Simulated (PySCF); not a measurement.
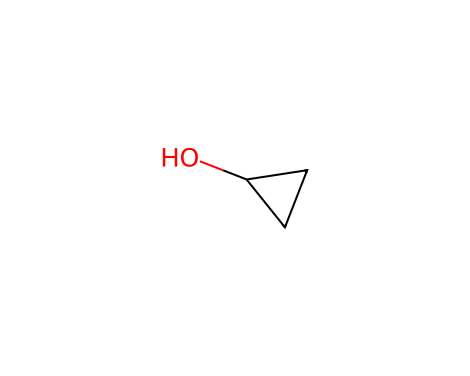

The drawing above gives the connectivity. The geometry was computed by an optimisation with PBE0-D3(BJ)/def2-SVP. No frequency run is at hand to confirm it as a minimum.

Describe the 3D structure.

It has 10 atoms: 3 carbon, 6 hydrogen and 1 oxygen (C₃H₆O). As SMILES it reads `OC1CC1`. Independent rings (smallest set): 1 of 3 members. Among its groups: alcohol. This geometry has C1 symmetry. Coordination, clear cases only: 1 O bent.

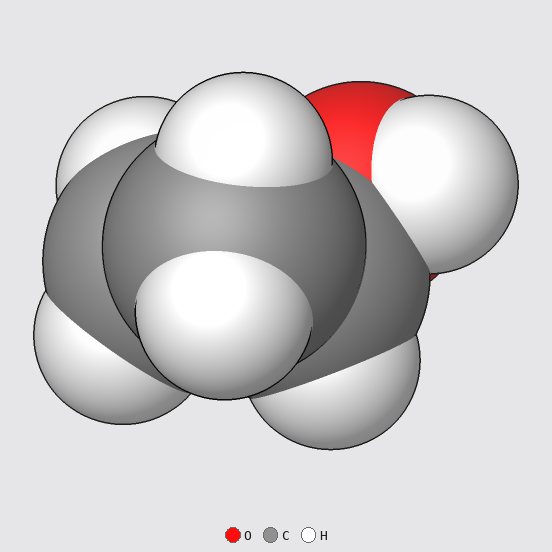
